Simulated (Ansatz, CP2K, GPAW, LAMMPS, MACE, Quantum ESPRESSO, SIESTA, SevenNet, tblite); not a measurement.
## Liquid Zn23Cd15S38 at 1800 K (76 atoms) in tblite

Wanted: tblite inputs and outputs for liquid Zn23Cd15S38 at 1800 K (76 atoms), checked against a plane-wave reference.

Calculated with tblite 0.8.0; the method is named at each step.

**1. The structure**

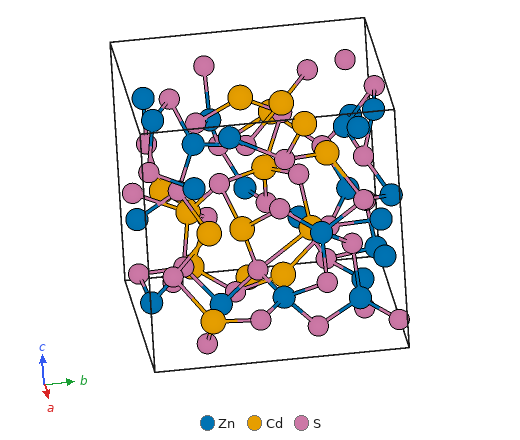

Start, viewed slightly off an axis; zinc blue, cadmium orange, sulfur pink. Bonds to atoms that aren't drawn are left out. Some periodic images of atoms are drawn too.

The cell holds 76 atoms: 23 Zn, 15 Cd and 38 S. Its edges and angles: a = 11.895 Å, b = 11.895 Å, c = 11.895 Å, α = 90.0°, β = 90.0°, γ = 90.0°. 76 atoms (23 Zn, 15 Cd, 38 S) placed at random at 4.35 g/cm³, melted at 2500 K for 10 ps at fixed volume with the Stillinger-Weber II-VI potential (Zhou et al., Phys. Rev. B 88, 085309 (2013)). Snapshot at the end of a hold of 5 ps at 1800 K and fixed volume.

The yardstick, on the same geometry:

```
method                 : Kohn-Sham DFT, PBE, SSSP efficiency 1.3.0 pseudopotentials, plane waves (Quantum ESPRESSO 7.5); sssp-pbe-1.3.0-efficiency, cutoffs 45/360 Ry, Γ point
r.m.s. force component : 0.8571 eV/Å
longest force          : 2.878 eV/Å
pressure               : -1.555 GPa
time                   : 6.1 min on 4 MPI ranks of Arm Neoverse V2, shared host
CPU time               : 24 min
```

**2. GFN1-xTB**

Method: GFN1-xTB tight binding, diagonalisation.

File run.py:

```python
import numpy as np
from ase.io import read
from tblite.ase import TBLite

atoms = read("structure.xyz")
atoms.calc = TBLite(method="GFN1-xTB", electronic_temperature=580, accuracy=1.0, max_iterations=250, mixer_damping=0.4, verbosity=1)
energy = atoms.get_potential_energy()
forces = atoms.get_forces()
print(f"energy {energy:.6f} eV")
print("forces (eV/A)")
for i, (a, f) in enumerate(zip(atoms, forces)):
    print(f"{i:4d} {a.symbol:2s} {f[0]:10.5f} {f[1]:10.5f} {f[2]:10.5f}")
stress = -atoms.get_stress(voigt=False) * 160.21766
print("stress (GPa, compression positive)")
for row in stress:
    print(" ".join(f"{x:10.4f}" for x in row))
print("charges (e)")
print(np.array2string(atoms.get_charges(), precision=4, suppress_small=True, max_line_width=110, threshold=100000))
```

File structure.xyz:

```xyz
76
Lattice="11.89530 0.00000 0.00000 0.00000 11.89530 0.00000 0.00000 0.00000 11.89530" Properties=species:S:1:pos:R:3 pbc="T T T"
Zn 10.43551 10.29788 10.60430
Zn 0.65055 10.90525 7.36283
Zn 6.65720 11.42365 9.93377
Zn 8.71402 10.07104 1.45765
Zn 4.37033 10.23222 8.32504
Zn 11.28043 2.41284 8.68309
Zn 9.84657 6.42037 2.29972
Zn 11.00422 11.11152 4.30943
Zn 9.65898 4.35915 10.40161
Zn 0.72859 5.77445 4.31086
Zn 0.87966 11.68559 0.79496
Zn 3.63199 10.72219 0.37268
Zn 2.86344 10.35486 4.63726
Zn 2.15245 1.16966 9.80375
Zn 6.47866 0.56253 1.32728
Zn 8.33373 0.95971 11.10486
Zn 8.13876 11.85593 6.18698
Zn 1.96427 8.09356 3.08445
Zn 6.77854 2.92862 9.11525
Zn 7.13159 3.73263 1.17454
Zn 1.67248 4.24686 8.22881
Zn 9.92116 8.33979 5.35764
Zn 5.73817 11.54451 4.08485
Cd 11.06275 2.94016 1.90765
Cd 0.93925 7.17001 8.04777
Cd 4.95499 2.66383 5.05015
Cd 9.21719 8.87711 9.00748
Cd 1.45408 5.60887 0.15167
Cd 7.29753 7.09019 10.94748
Cd 6.89071 8.16351 4.44646
Cd 7.94202 4.84460 5.13675
Cd 4.51379 6.36494 6.72965
Cd 3.35091 2.83251 1.68176
Cd 11.75363 7.68329 11.56413
Cd 10.39102 3.06732 6.03032
Cd 4.30443 5.48219 10.23186
Cd 1.20440 1.84948 4.74230
Cd 4.96557 6.90796 1.49988
S 11.20549 8.33813 3.36423
S 9.85752 1.31764 3.84266
S 6.82814 7.73587 7.13885
S 4.12731 0.26312 1.88957
S 4.98330 4.63560 0.88001
S 1.63263 1.24449 7.31394
S 0.06019 4.73338 6.28238
S 7.54852 5.29888 9.10704
S 4.88968 8.62719 11.51322
S 3.55551 7.43504 8.99701
S 9.60070 6.49400 6.61188
S 5.95169 2.02375 11.14375
S 0.23910 4.26780 10.36295
S 10.25256 10.36390 6.91462
S 6.77842 10.42302 0.17010
S 4.04916 11.77421 10.06628
S 9.31164 2.76352 0.14845
S 3.87680 3.37755 9.00534
[... 16 atom lines left out ...]
S 10.22151 11.67012 0.78592
S 8.36347 9.88190 4.05772
S 6.71192 10.81592 7.68115
S 1.03489 11.32004 3.23314
```

Command:

```sh
$ OMP_NUM_THREADS=1 python run.py > output.txt
```

What it wrote:

```text
------------------------------------------------------------
  cycle        total energy    energy error   density error
------------------------------------------------------------
      1     -166.3406463492  -1.6596185E+02   7.1409971E-01
      2     -150.4981187879   1.5842528E+01   6.6799915E-01
      3     -161.9940604384  -1.1495942E+01   4.9120696E-01
      4     -168.0441939099  -6.0501335E+00   3.8664458E-01
      5     -168.1203085042  -7.6114594E-02   3.3853968E-01
      6     -172.5894146557  -4.4691062E+00   1.8326905E-01
      7     -173.3515056699  -7.6209101E-01   1.1468769E-01
      8     -173.1442240472   2.0728162E-01   1.1728248E-01
      9     -173.1799007903  -3.5676743E-02   1.0195215E-01
     10     -173.4753004506  -2.9539966E-01   7.1998619E-02
     11     -173.6738647919  -1.9856434E-01   2.7396991E-02
     12     -173.6887785752  -1.4913783E-02   1.9343845E-02
     13     -173.6990465082  -1.0267933E-02   1.0775710E-02
     14     -173.7021775823  -3.1310741E-03   7.1961538E-03
     15     -173.7031174238  -9.3984158E-04   4.8908708E-03
     16     -173.7035496126  -4.3218875E-04   3.5444384E-03
     17     -173.7037913749  -2.4176228E-04   2.6798595E-03
     18     -173.7039997424  -2.0836749E-04   1.2159601E-03
     19     -173.7040320563  -3.2313903E-05   7.4136328E-04
     20     -173.7040507291  -1.8672836E-05   3.3851219E-04
     21     -173.7040417735   8.9555985E-06   5.5722537E-04
     22     -173.7040544952  -1.2721651E-05   1.1669268E-04
     23     -173.7040547929  -2.9779403E-07   8.1848891E-05
     24     -173.7040549849  -1.9194576E-07   3.8658239E-05
     25     -173.7040550347  -4.9759620E-08   1.5315378E-05
------------------------------------------------------------
 total:                                   3.296 sec
energy -4726.728096 eV
forces (eV/A)
   0 Zn    1.25200    1.38701    0.73447
   1 Zn    0.25020   -0.18060    0.48804
   2 Zn   -0.73935    0.04937   -0.53549
   3 Zn    0.23549   -0.12646    0.94586
   4 Zn   -0.36408   -0.13869   -0.52999
   5 Zn    0.27136   -0.38744    0.34452
   6 Zn    0.01250    0.58131    0.18873
   7 Zn   -0.98335   -0.18163    0.00478
   8 Zn   -0.14416    0.55643   -0.61833
   9 Zn    0.39050    0.05280   -0.21720
  10 Zn   -0.25561    0.02517    0.01615
  11 Zn   -0.00970   -1.02233   -1.17026
  12 Zn    0.20877    0.24679    0.16083
  13 Zn    0.19240    0.27180    0.05098
  14 Zn   -0.45814    0.48951    0.59807
  15 Zn    0.60834   -0.16128   -0.19940
  16 Zn    0.37702   -0.16450   -0.00788
  17 Zn   -0.36194    0.74957   -0.46315
  18 Zn   -0.62016    0.59783   -0.57291
  19 Zn    0.21517   -0.57858    0.67256
  20 Zn    0.66962   -0.23926    0.00901
  21 Zn    0.29323    0.48321   -0.00963
  22 Zn   -0.33939   -0.05167    0.17131
  23 Cd   -0.40010   -2.37490    0.08891
[...]
68 S     0.29293    0.07642   -0.22923
  69 S    -0.61713    0.32492    0.45003
  70 S    -0.58225   -0.42043   -0.36659
  71 S    -1.02918   -0.01314    0.23044
  72 S    -0.24596   -0.53393   -0.10636
  73 S     0.71838    1.74608   -0.58253
  74 S    -0.24634   -0.55530    1.01913
  75 S     0.84257    0.40405    0.51262
stress (GPa, compression positive)
    1.8883     0.1693     0.3277
    0.1693     3.2376    -0.2297
    0.3277    -0.2297     2.0388
charges (e)
[ 0.2896  0.2772  0.2917  0.3154  0.266   0.2209  0.3117  0.2902  0.2733  0.3076  0.3253  0.341   0.2996
  0.2913  0.2958  0.2853  0.3021  0.266   0.291   0.3001  0.2661  0.3145  0.242   0.1516 -0.0879  0.1069
  0.0511  0.064   0.0326  0.0926  0.1008  0.0495  0.1351  0.0515  0.0572  0.1069 -0.0093  0.0764 -0.3269
 -0.2013 -0.1577 -0.2733 -0.1284 -0.2053 -0.1438 -0.1718 -0.134  -0.1161 -0.1677 -0.2557 -0.1778 -0.2337
 -0.2104 -0.2215 -0.2151 -0.2    -0.1856 -0.1309 -0.1929 -0.2733 -0.228  -0.0951 -0.2149 -0.1944 -0.1991
 -0.2085 -0.1703 -0.2206 -0.2316 -0.2269 -0.2584 -0.1379 -0.2908 -0.2291 -0.2055 -0.2082]
```

Run time: 3.8 s. Hardware: 1 thread of Arm Neoverse V2, shared host; peak memory 0.13 GiB.

Banners, paths, timers and routine set-up lines are dropped from the logs unmarked, and long logs keep their key lines alone; longer cuts are marked.

Compared with the plane-wave run:

```yaml
r_m_s_force_component: 0.6636 eV/Å
r_m_s_difference_of_force_components: 326.5 meV/Å
longest_difference_of_force_vectors: 1270 meV/Å
force_difference_over_r_m_s_force: 38.09 %
slope_of_forces_against_the_reference_s: 0.7272
correlation_of_force_components: 0.9392
pressure: 2.388 GPa
pressure_difference: 3.943 GPa
```

Length of the force difference by element (eV/Å):

```csv
element,atoms,mean,most
Cd,15,0.44,0.72
S,38,0.63,1.3
Zn,23,0.33,0.60
```

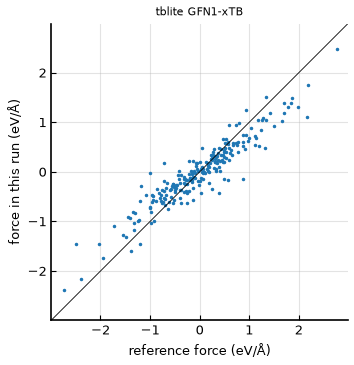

Force components against those of the reference; the line marks equality.

Local excerpt of 11 atoms (numbers count through the whole input) about Cd31, which bears the longest force; x, y, z are measured from there.

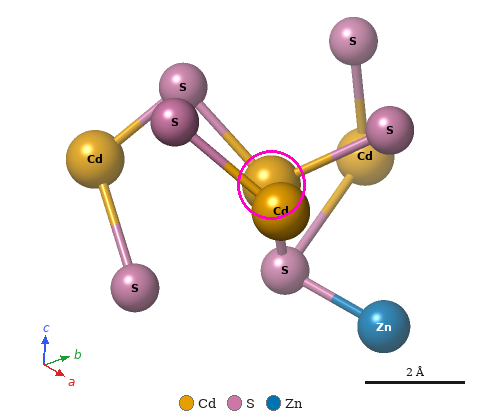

The atoms of the table, within 3.8 Å (arrows a, b, c point along x, y, z); some may hide others; the central atom is ringed.

```csv
atom,x,y,z,distance (Å),bonds,Mulliken charge (e),Fx,Fy,Fz (eV/Å)
Cd31,0.00,0.00,0.00,0.00,3,0.10,0.02,-0.63,2.49
S59,-0.17,0.63,-2.17,2.27,3,-0.19,0.05,1.05,-2.15
S58,-2.08,-0.73,1.54,2.68,3,-0.13,0.62,0.69,0.22
S49,1.66,1.65,1.48,2.77,2,-0.17,-0.97,-0.39,-0.22
Cd35,2.45,-1.78,0.89,3.16,3,0.06,-1.73,-1.46,-0.50
S71,-0.84,-2.75,-1.94,3.47,3,-0.26,-0.58,-0.42,-0.37
Cd30,-1.05,3.32,-0.69,3.55,3,0.09,-1.28,-1.31,0.55
S41,-1.11,2.89,2.00,3.69,2,-0.16,0.46,0.01,-0.47
Cd26,-2.99,-2.18,-0.09,3.70,4,0.11,0.11,-1.00,-0.29
S64,0.28,-2.88,2.30,3.70,3,-0.19,0.46,0.39,-0.36
Zn7,1.90,1.58,-2.84,3.76,4,0.31,0.01,0.58,0.19
```

Atoms are counted from 1 here, from 0 in the log.

Forces lie 38 % from the reference's, at 0.0026 times its CPU time (on 1 against 4 cores).

**3. What came out**

```
force difference from the reference : tblite GFN1-xTB, 38 %
its CPU time                        : 3.8 s
```

Tight binding differs by 38 % (tblite GFN1-xTB); it is another model, with fitted parameters of its own, and the xTB methods hold dispersion. One electronic-structure run takes under half the reference's CPU time: tblite GFN1-xTB, at 38 % in 3.8 s against 24 min; its pressure misses by +3.9 GPa. Periodic xTB results under one method name differ between programs and library versions. The reference's pressure holds the uncorrected Pulay stress of its 45 Ry basis, so small pressure differences, and their order, may be the reference's own error. The frame stands for 1800 K, but pressures are static and levels are smeared at 580 K, under the temperature of the frame, which matters where levels are partly filled. The network of bonds at the start is that of the classical potential that made the cell, and needn't be the one that DFT or experiment would give. The electronic-structure runs sample only Γ, in a cell whose shortest periodic width is 12 Å, which is coarse for a cell with partly filled levels.

[Also dropped from logs without a mark: logging warnings of Python, and SIESTA's first energy breakdown and zero terms.]

[Logs are printed without paths, hosts, clocks, repeated set-up lines and the standing remarks that a program may print on its own settings, such as how far it seeks lower states.]

[Hosts, paths, dates, database ids (printed as entryN), source tags and the programs' standing remarks are cut or masked in the printed files.]
